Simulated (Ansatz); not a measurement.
# Bands, cutoff and cost in G0W0 for AlGaAs2 (zincblende [001] superlattice)

How do accuracy and time trade against each other in G0W0 on AlGaAs2 (zincblende [001] superlattice)?

Program: Ansatz 0.2.0. Level of theory: G0W0 on PBEsol, plane waves, PAW. Results are calculated unless marked as measured.

**1. Set-up**

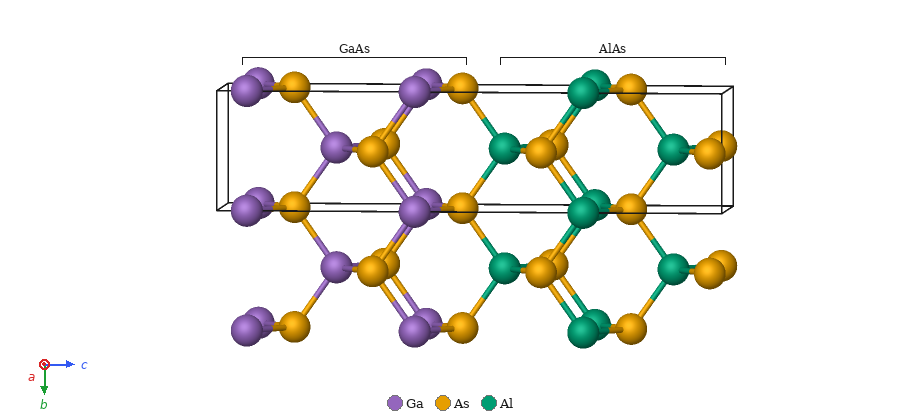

The starting structure, seen from the side, with the c axis across the page (gallium purple, arsenic orange, aluminium teal). 1×2×1 cells are drawn. Some periodic images of atoms are drawn too.

The cell holds 12 atoms: 3 Ga, 6 As and 3 Al. Its edges and angles: a = 4.012 Å, b = 4.012 Å, c = 16.964 Å, α = 90.0°, β = 90.0°, γ = 90.0°. It derives from GaAs. Regions: GaAs, 6 atoms (3 Ga and 3 As); AlAs, 6 atoms (3 Al and 3 As). The structure's axis is c.

The structure was relaxed with PBEsol. The runs that relaxed it are not among those shown. The default PAW set here is soft_2. Its files were made with PBE.

**2. 206 empty bands, screening to 48 eV**

G0W0 replaces the xc potential by the self-energy, built once from these orbitals. Only a window of levels is corrected, while the sums run over the empty bands that the input names.

Input file input.yaml:

```yaml
crystal:
  lattice:
    - [4.0118683384, 0.0, 0.0]
    - [0.0, 4.0119111164, 0.0]
    - [0.0, 0.0, 16.9637748046]
  atoms:
    - { symbol: Ga, position: [0.0, 0.0, 0.0419003233] }
    - { symbol: As, position: [0.5, 0.0, 0.1250116697] }
    - { symbol: Ga, position: [0.5, 0.5, 0.2080744508] }
    - { symbol: As, position: [0.0, 0.5, 0.2911371925] }
    - { symbol: Ga, position: [0.0, 0.0, 0.3742439539] }
    - { symbol: As, position: [0.5, 0.0, 0.4576296887] }
    - { symbol: Al, position: [0.5, 0.5, 0.5409360475] }
    - { symbol: As, position: [0.0, 0.5, 0.6244841779] }
    - { symbol: Al, position: [0.0, 0.0, 0.7080708943] }
    - { symbol: As, position: [0.5, 0.0, 0.7916585459] }
    - { symbol: Al, position: [0.5, 0.5, 0.8752045984] }
    - { symbol: As, position: [0.0, 0.5, 0.9585108917] }
kpoints:
  mp_grid: { grid: [4, 4, 2] }
hamiltonian:
  xc: pbesol
scf:
  occupations: { method: fixed }
gw:
  n_empty_bands: 206
  ecut_chi: 48
  qp_bands: [v4, c4]
  qp_kpoints: band_edges
  screening: { model: contour_deformation }
```

Command:

```console
ansatz run input.yaml --threads 3 --pin off --max-ram 92160MiB --backend cuda --events-out ev --progress --plain --runs-dir out --devices 1 --max-vram 13GiB  # rebuilt from the run's record
```

Numbers of over 12 decimals in the logs are rounded to 6 here.

Output:

```text
Warning: 4 symmetry operations that the atoms keep within the bar at which the run's group was sought (crystal.symmetry.tolerance 1.0e-5, or twice it) were not taken beside the 4 unitary ones that the detection took (of a slab, those that keep its plane). If the more symmetric cell is meant, write the vectors of crystal.lattice to more decimals, or, with the positions in fractional coordinates, give it by lengths and [...]
GPUs: using 1 of 1 available (devices: 1).
Engine: ansatz 0.2.0, x86_64-unknown-linux-gnu
Pseudopotentials: kind: paw
Pseudopotential: Ga, paw, valence charge 13, recommended cutoff 420 eV (normal), Ga.paw.azcp
Pseudopotential: As, paw, valence charge 15, recommended cutoff 420 eV (normal), As.paw.azcp
Pseudopotential: Al, paw, valence charge 3, recommended cutoff 420 eV (normal), Al.paw.azcp
Functional definition: PBEsol
  exchange = pbesol_x
  correlation = pbesol_c
device memory: the entry about to start is reckoned to put 4.6 GiB on a device that reports 44.1 GiB free (of which the cap on the GPU budget leaves the run 13.0 GiB)
GPU FFT provider: cuFFT
GPU libraries: cuBLAS 13.8.2, cuFFT 12.4.0, cuSOLVER 12.3.4
Crystal: 12 atoms, lattice volume = 273.036 Å³
Basis set: ecut = 420 eV, 5297 PW (Γ)
Bands: 83, of which v1, the nominal top of the filled ones, is band 69 counted from 1 (68 counted from 0)
Symmetry: 4 space group operations
Space group: Pmm2 (ITA 25), of the structure as read, at distance tolerance 6.5e-5 Å
k-points: 18 of 32
Non-local potential: Ga, projectors of the file, l = 0: 2, l = 1: 2, l = 2: 3, l = 3: 1
Non-local potential: As, projectors of the file, l = 0: 2, l = 1: 2, l = 2: 3, l = 3: 1
Non-local potential: Al, projectors of the file, l = 0: 2, l = 1: 2, l = 2: 1
PAW form: soft (Blöchl's): semilocal exchange-correlation on the pseudo side does not see the compensation charge
PAW frozen core: Ga, regenerated for the run's functional, and the local potential with it (the file was generated under x = pbe(κ = 0.804, μ = 0.219515), c = pbe(β = 0.066725))
PAW frozen core: As, regenerated for the run's functional, and the local potential with it (the file was generated under x = pbe(κ = 0.804, μ = 0.219515), c = pbe(β = 0.066725))
PAW frozen core: Al, regenerated for the run's functional, and the local potential with it (the file was generated under x = pbe(κ = 0.804, μ = 0.219515), c = pbe(β = 0.066725))
PAW one-centre angular grid: Ga, 590 points (default); XC on 64 Gauss nodes
PAW one-centre angular grid: As, 590 points (default); XC on 64 Gauss nodes
PAW one-centre angular grid: Al, 110 points (default); XC on 64 Gauss nodes
Initial density: superposition of atomic densities (neutral atoms: chi_scale 0, normalization atom), corrected by the library's trained network
Initial wavefunctions: pseudopotential atomic-orbital guess
GPU buffer pool allocated for 87480 grid points (all kernels)
GPU transforms: local potential and band sums: pruned to the plane-wave sphere, on 27×27×120
Functional: x = pbesol(κ = 0.804, μ = 0.123457), c = pbesol(β = 0.046)
SCF iter   1: F=—  HF=-41685.614080 eV  |F-HF|=—  |Δ(HF+E_count)|=         —  Δρ=2.55e-3  dr2=2.79e-2  ethr=1.77e-3  ⟨swp⟩=4.8  Hψ=4743  notcnv=0  defer=180
preconditioner: auto → Resta (q_TF=auto, 2.435 Å⁻¹)  ε∞=3.6  [insulator: Δε(μ)=1.053 eV  Ē_g=12.376 eV  n_scr=76 (ndim 8)  ℏωp=19.8 eV  f_vac=0.038  ε∞_Penn≈3.6]
SCF iter   2: F=—  HF=-41685.601814 eV  |F-HF|=—  |Δ(HF+E_count)|=   1.23e-2  Δρ=1.41e-3  dr2=8.19e-3  ethr=2.02e-5  ⟨swp⟩=3.0  Hψ=3006  notcnv=0  defer=216
SCF iter   3: F=—  HF=-41685.600839 eV  |F-HF|=—  |Δ(HF+E_count)|=   9.74e-4  Δρ=4.35e-4  dr2=8.94e-4  ethr=5.93e-6  ⟨swp⟩=2.0  Hψ=1617  notcnv=0  defer=216
SCF iter   4: F=—  HF=-41685.600950 eV  |F-HF|=—  |Δ(HF+E_count)|=   1.11e-4  Δρ=1.58e-4  dr2=9.30e-5  ethr=6.48e-7  ⟨swp⟩=2.0  Hψ=2632  notcnv=0  defer=214
SCF iter   5: F=—  HF=-41685.600939 eV  |F-HF|=—  |Δ(HF+E_count)|=   1.11e-5  Δρ=9.55e-5  dr2=1.95e-5  ethr=6.74e-8  ⟨swp⟩=2.0  Hψ=2596  notcnv=0  defer=141
SCF iter   6: F=—  HF=-41685.600959 eV  |F-HF|=—  |Δ(HF+E_count)|=   2.04e-5  Δρ=1.92e-5  dr2=2.14e-6  ethr=1.42e-8  ⟨swp⟩=2.0  Hψ=2058  notcnv=0  defer=142
SCF iter   7: F=—  HF=-41685.600961 eV  |F-HF|=—  |Δ(HF+E_count)|=   1.35e-6  Δρ=6.94e-6  dr2=7.41e-7  ethr=1.55e-9  ⟨swp⟩=2.0  Hψ=2598  notcnv=0  defer=143
SCF iter   8: F=-41685.600961 eV  HF=-41685.600961 eV  |F-HF|=1.79e-8  |Δ(HF+E_count)|=   9.18e-8  Δρ=2.59e-6  dr2=1.48e-8  ethr=7.25e-11  ⟨swp⟩=9.6  Hψ=6171  notcnv=0
SCF 1 converged in 8 iterations: F = -41685.600961 eV  dr2 = 1.48e-8
  greatest PAW one-centre occupation: 0.999 electrons in one spin orbital (limit 2), on the As atom at site 3 (counted from 0), in its partial waves of l = 2
device memory: the entry about to start is reckoned to put 5.6 GiB (of the 5.7 GiB reckoned in all, the device holds 0.2 GiB already) on a device that reports 43.6 GiB free (of which the cap on the GPU budget leaves the run 12.9 GiB)
NSCF: frozen V_eff on 18 k-points
the band table was solved once the SCF had ended and its energy, with any forces and stress, was formed, with the checks that follow a solve (5835 applications of the Hamiltonian). They found nothing against the state; the energy, forces and stress were not computed again (output.eigenvalues in the input reference)
device memory: the entry about to start is reckoned to put 5.6 GiB on a device that reports 52.1 GiB free (of which the cap on the GPU budget leaves the run 13.0 GiB)
NSCF: frozen V_eff on 18 k-points
G₀W₀ screening: q 1/18
[... further progress lines ...]
SCF converged after 8 iterations
Free energy (F): -41685.600961 eV
Harris-Foulkes:  -41685.600961 eV  (|F-HF|=1.79e-8)
Internal energy: -41685.600961 eV  (E = F + TS)
E sigma→0 (E₀):  -41685.600961 eV
Fermi energy:    7.132850 eV
--- Per-component energies (eV) ---
  E_band       = -1779.552181
  E_kinetic    = 1038.401595
  E_local      = -22209.591709  (includes V_loc(G=0)·N_el)
  E_nonlocal   = -2699.232771
  E_hartree    = 11345.654301
  E_xc         = -795.302625
  E_vxc        = -736.872978  (∫ρ·V_xc dr)
  E_paw        = -17973.963525  (= ΣΔE_a)
  E_vpaw       = 136.442023  (= ΣTr[D̂ρ^β])
  E_aug_tail   = -0.000376  (compensation charges beyond the density's cutoff)
  E_ewald      = -10400.010774
  E_core_change = 8.444923  (= ΣΔE_core)
  E_smearing   = -0.000000  (= −TS)
  E_closure    = -0.000000  (closes the sum)
  Σ components = -41685.600961   (vs F -41685.600961, Δ=0.00e0)
--- Band table (eV; the first three rows and the last of 18) ---
  k-point 0: bands = [... 65 lower, 6.2101, 7.1161, 7.1328, 7.1328, 8.1919, 8.3770, 8.7558, 8.8482, ... 10 higher]
  k-point 1: bands = [... 65 lower, 6.6805, 6.6805, 6.9567, 6.9568, 8.3455, 8.6723, 8.9711, 9.0787, ... 10 higher]
  k-point 2: bands = [... 65 lower, 6.3067, 6.4301, 6.4444, 6.9090, 8.9803, 9.0412, 9.1026, 9.5690, ... 10 higher]
  k-point 17: bands = [... 65 lower, 4.4746, 4.4747, 4.4947, 4.4947, 8.8029, 8.8029, 9.1294, 9.1294, ... 10 higher]
--- G₀W₀: contour deformation, 6 samples at zero and on the imaginary axis and 1 off it, 32 q-points, 206 empty bands' worth ---
  eigenvalues of the whole cell's RPA ε∞ on this k-mesh (on a slab, of 1 + 4πα/V) = 13.9955, 18.1286, 18.1290; static W/v taken at q = 0 is 0.051395
  gw.qp_kpoints: band_edges: 12 of 18 stored k-points solved, in 1 pass; an edge of the gap read off the rows below is read off those points alone
    valence top: of the k-points left out ik 8 came nearest to being solved in a further pass, in band 69 (counted from 1, as in the quasiparticle table): it holds the edge there only if its correction is more favourable than any solved in that band by at least 1.038 eV; those differ by 0.215 eV
    conduction bottom: of the k-points left out ik 15 came nearest to being solved in a further pass, in band 70 (counted from 1, as in the quasiparticle table): it holds the edge there only if its correction is more favourable than any solved in that band by at least 0.828 eV; those differ by 0.610 eV
    ik  band        ε_KS         Σx   Σc(E_QP)       V_xc       Z   E_QP_lin       E_QP  E_QP is
     0    66      6.2101   -15.8086     1.9089   -13.8182  0.7591     6.1285     6.1287  root
     0    67      7.1161   -15.9007     1.2793   -14.6654  0.7737     7.1602     7.1602  root
     0    68      7.1328   -16.4459     1.6384   -14.8104  0.7703     7.1357     7.1357  root
     0    69      7.1328   -16.4459     1.6384   -14.8104  0.7703     7.1357     7.1357  root
     0    70      8.1919   -10.9869    -3.1087   -14.9954  0.7820     9.1151     9.0917  root
     0    71      8.3770    -5.8025    -3.5745    -9.6803  0.7817     8.6819     8.6803  root
     0    72      8.7558    -7.0941    -3.5625   -11.0676  0.7802     9.1700     9.1667  root
     0    73      8.8482    -7.1022    -3.5502   -11.0408  0.7817     9.2395     9.2366  root
     1    66      6.6805   -15.8283     1.7801   -14.0055  0.7656     6.6378     6.6378  root
     1    67      6.6805   -15.8283     1.7801   -14.0055  0.7656     6.6378     6.6378  root
     1    68      6.9567   -16.3749     1.6467   -14.7151  0.7684     6.9436     6.9436  root
     1    69      6.9567   -16.3749     1.6467   -14.7151  0.7684     6.9436     6.9436  root
     1    70      8.3455    -6.1212    -3.5242    -9.9920  0.7813     8.6942     8.6921  root
     1    71      8.6723    -6.6746    -3.5530   -10.5589  0.7836     9.0055     9.0035  root
     1    72      8.9711   -11.0121    -3.0404   -14.8411  0.7758     9.7749     9.7596  root
     1    73      9.0787    -7.4659    -3.5798   -11.5259  0.7758     9.5634     9.5588  root
     2    66      6.3067   -15.9962     1.9162   -14.0120  0.7609     6.2386     6.2388  root
     2    67      6.4301   -15.7154     1.5808   -14.1147  0.7666     6.4102     6.4102  root
     2    68      6.4444   -15.7487     1.5634   -14.1681  0.7668     6.4274     6.4274  root
     2    69      6.9090   -16.4361     1.7352   -14.6915  0.7678     6.8996     6.8996  root
     2    70      8.9803    -9.1824    -3.3836   -13.2540  0.7779     9.6789     9.6683  root
     2    71      9.0412    -9.1763    -3.3953   -13.2490  0.7777     9.7288     9.7186  root
     2    72      9.1026    -7.0969    -3.6269   -11.1756  0.7785     9.5585     9.5543  root
     2    73      9.5690    -7.2717    -3.7334   -11.4859  0.7740    10.0550    10.0498  root
[...]
17    66      4.4746   -15.1051     2.3300   -12.6137  0.7368     4.3126     4.3133  root
    17    67      4.4746   -15.1051     2.3300   -12.6137  0.7368     4.3126     4.3133  root
    17    68      4.4947   -15.0031     2.3575   -12.4339  0.7370     4.2817     4.2829  root
    17    69      4.4947   -15.0031     2.3575   -12.4339  0.7370     4.2817     4.2829  root
    17    70      8.8029    -6.0264    -3.5189    -9.8678  0.7807     9.1273     9.1254  root
    17    71      8.8029    -6.0264    -3.5189    -9.8678  0.7807     9.1273     9.1254  root
    17    72      9.1294    -6.8170    -3.5255   -10.6692  0.7835     9.4581     9.4561  root
    17    73      9.1294    -6.8170    -3.5255   -10.6692  0.7835     9.4581     9.4561  root
```

Elapsed: 35 s, on 1 × NVIDIA H100 80GB HBM3 (shared by 6 runs) with 3 threads of AMD EPYC 7R13 (Zen 3), shared host; peak memory 1.7 GiB.

This step gave:

```yaml
bands_summed: 275
rpa_eps_infinity_on_this_mesh_eigenvalues: 14.00, 18.13, 18.13
plane_waves_in_the_screening_matrix: 207
q_points_in_the_mesh: 32
g0w0_gap_on_the_mesh: 1.520 eV
k_of_the_valence_top: 0, 0, 0
k_of_the_conduction_bottom: 0, 0, 0
starting_gap_on_the_mesh: 1.059 eV
z_at_the_valence_top: 0.7737
z_at_the_conduction_bottom: 0.7817
least_direct_g0w0_gap_on_the_computed_points: 1.520 eV
```

The gap on the mesh goes from 1.06 eV to 1.52 eV, a correction of +0.46 eV, though a band edge has moved to another state.

**3. 814 empty bands, screening to 120 eV**

Bands and screening cutoff are moved together, since each hides the error of the other.

Changes to input.yaml since step 2:

```diff
@@ -25,4 +25,4 @@
 gw:
-  n_empty_bands: 206
-  ecut_chi: 48
+  n_empty_bands: 814
+  ecut_chi: 120.0
   qp_bands: [v4, c4]
```

Output:

```text
[...]
GPUs: using 1 of 1 available (devices: 1).
[...]
GPU FFT provider: cuFFT
GPU libraries: cuBLAS 13.8.2, cuFFT 12.4.0, cuSOLVER 12.3.4
Crystal: 12 atoms, lattice volume = 273.036 Å³
Basis set: ecut = 420 eV, 5297 PW (Γ)
Bands: 83, of which v1, the nominal top of the filled ones, is band 69 counted from 1 (68 counted from 0)
Symmetry: 4 space group operations
[...]
k-points: 18 of 32
[...]
GPU buffer pool allocated for 87480 grid points (all kernels)
[...]
SCF iter   1: F=—  HF=-41685.614080 eV  |F-HF|=—  |Δ(HF+E_count)|=         —  Δρ=2.55e-3  dr2=2.79e-2  ethr=1.77e-3  ⟨swp⟩=4.8  Hψ=4743  notcnv=0  defer=180
[...]
SCF iter   8: F=-41685.600961 eV  HF=-41685.600961 eV  |F-HF|=1.79e-8  |Δ(HF+E_count)|=   9.18e-8  Δρ=2.59e-6  dr2=1.48e-8  ethr=7.25e-11  ⟨swp⟩=9.6  Hψ=6171  notcnv=0
SCF 1 converged in 8 iterations: F = -41685.600961 eV  dr2 = 1.48e-8
[...]
NSCF: frozen V_eff on 18 k-points
[...]
G₀W₀ screening: q 1/18
[... further progress lines ...]
SCF converged after 8 iterations
Free energy (F): -41685.600961 eV
[...]
Internal energy: -41685.600961 eV  (E = F + TS)
E sigma→0 (E₀):  -41685.600961 eV
Fermi energy:    7.132850 eV
[...]
--- Band table (eV; the first three rows and the last of 18) ---
  k-point 0: bands = [... 65 lower, 6.2101, 7.1161, 7.1328, 7.1328, 8.1919, 8.3770, 8.7558, 8.8482, ... 10 higher]
  k-point 1: bands = [... 65 lower, 6.6805, 6.6805, 6.9567, 6.9568, 8.3455, 8.6723, 8.9711, 9.0787, ... 10 higher]
  k-point 2: bands = [... 65 lower, 6.3067, 6.4301, 6.4444, 6.9090, 8.9803, 9.0412, 9.1026, 9.5690, ... 10 higher]
  k-point 17: bands = [... 65 lower, 4.4746, 4.4747, 4.4947, 4.4947, 8.8029, 8.8029, 9.1294, 9.1294, ... 10 higher]
[...]
0    66      6.2101   -15.8086     1.4677   -13.8182  0.7554     5.6814     5.6875  root
     0    67      7.1161   -15.9007     0.7804   -14.6654  0.7686     6.6579     6.6613  root
     0    68      7.1328   -16.4459     1.1445   -14.8104  0.7655     6.6373     6.6418  root
     0    69      7.1328   -16.4459     1.1445   -14.8104  0.7655     6.6373     6.6418  root
     0    70      8.1919   -10.9869    -3.5985   -14.9954  0.7795     8.6044     8.6018  root
     0    71      8.3770    -5.8025    -3.7786    -9.6803  0.7811     8.4763     8.4761  root
     0    72      8.7558    -7.0941    -3.8353   -11.0676  0.7793     8.8943     8.8940  root
     0    73      8.8482    -7.1022    -3.8191   -11.0408  0.7809     8.9679     8.9676  root
[...]
17    70      8.8029    -6.0264    -3.7495    -9.8678  0.7798     8.8949     8.8947  root
    17    71      8.8029    -6.0264    -3.7495    -9.8678  0.7798     8.8949     8.8947  root
    17    72      9.1294    -6.8170    -3.7755   -10.6692  0.7827     9.2062     9.2061  root
    17    73      9.1294    -6.8170    -3.7755   -10.6692  0.7827     9.2062     9.2061  root
```

Wall time 2.4 min (1 × NVIDIA H100 80GB HBM3 (shared by 6 runs) with 3 threads); peak memory 4.4 GiB.

This step gave:

* bands summed: 883
* RPA ε∞ on this mesh (eigenvalues): 13.70, 17.71, 17.71
* plane waves in the screening matrix: 803
* q-points in the mesh: 32
* G0W0 gap on the mesh: 1.801 eV
* k of the valence top: 0, 0, 0
* k of the conduction bottom: 0, 0, -0.5
* starting gap on the mesh: 1.059 eV
* Z at the valence top: 0.7686
* Z at the conduction bottom: 0.7805
* least direct G0W0 gap on the computed points: 1.815 eV

Against the run with 4×4×2 mesh, 206 empty bands, screening to 48 eV, the gap moves by +0.28 eV.

**4. Side by side**

Times are wall times on 1 × NVIDIA H100 80GB HBM3 (shared by 6 runs) with 3 threads of AMD EPYC 7R13 (Zen 3), shared host, good to a factor of about two.

| mesh | files | frequency | bands summed | cutoff (eV) | start (eV) | G0W0 (eV) | time | host memory (GiB) |
| --- | --- | --- | --- | --- | --- | --- | --- | --- |
| 4×4×2 | default PAW | contour deformation | 275 | 48 | 1.059 | 1.520 | 35 s | 1.7 |
| 4×4×2 | default PAW | contour deformation | 883 | 120 | 1.059 | 1.801 | 2.4 min | 4.4 |

How the two edges are built up, in eV (the quasiparticle level is the starting level plus Σx plus Σc less Vxc):

| run | edge | start | Σx | Σc | Vxc | Z | QP |
| --- | --- | --- | --- | --- | --- | --- | --- |
| 275 bands | valence top | 7.12 | -15.90 | 1.28 | -14.67 | 0.77 | 7.16 |
| 275 bands | conduction bottom | 8.38 | -5.80 | -3.57 | -9.68 | 0.78 | 8.68 |
| 883 bands | valence top | 7.12 | -15.90 | 0.78 | -14.67 | 0.77 | 6.66 |
| 883 bands | conduction bottom | 8.35 | -6.12 | -3.75 | -9.99 | 0.78 | 8.46 |

 Where G0W0 reorders the edges (275 bands and 883 bands), the two states listed lie further apart at the start than the starting gap.

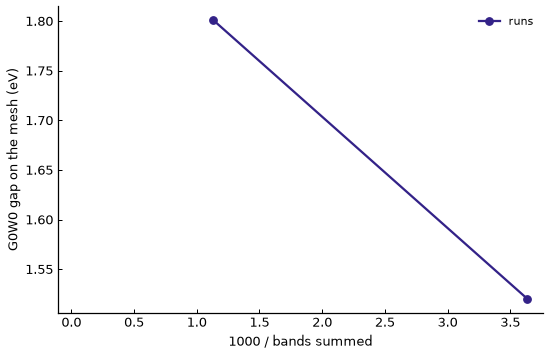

The gap against one over the number of bands.

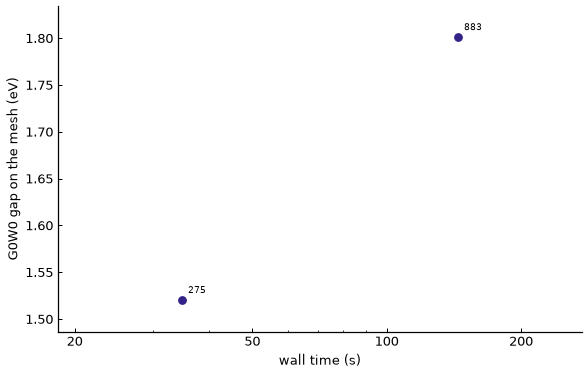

Result against wall time.

**5. Results**

| Property | Result |
| --- | --- |
| 275 bands, 48 eV | 1.520 eV |
| 883 bands, 120 eV | 1.801 eV |
| mesh and start | 4×4×2, PBEsol |

**Reading.** From 275 to 883 bands the gap moves by +0.28 eV while the time grows 4.2-fold. The states at the edges change along the series or lie close to crossing, so no limit is drawn from it. The 4×4×2 mesh is coarse for this cell (its supercell is 16 Å along the shortest edge). The RPA ε∞ on it, from the PBEsol start, is 13.70 and 17.71; such meshes misread the long-range screening, most where the gap is narrow. The many-body steps are scalar-relativistic: spin-orbit coupling is not in them.

[Paths, hosts, dates, memory and timing lines, banners, echoed tables and standing remarks are left out of the program output.]

[Logs are printed without paths, hosts, clocks, repeated set-up lines and the standing remarks that a program may print on its own settings, such as how far it seeks lower states.]

[Runs of the session that timed out or met a known fault of the program may be left out.]

[Cells called generated may have been cut or substituted from an entry of the Crystallography Open Database or the Materials Project.]

[Hosts, paths, dates, database ids (printed as entryN), source tags and the programs' standing remarks are cut or masked in the printed files.]
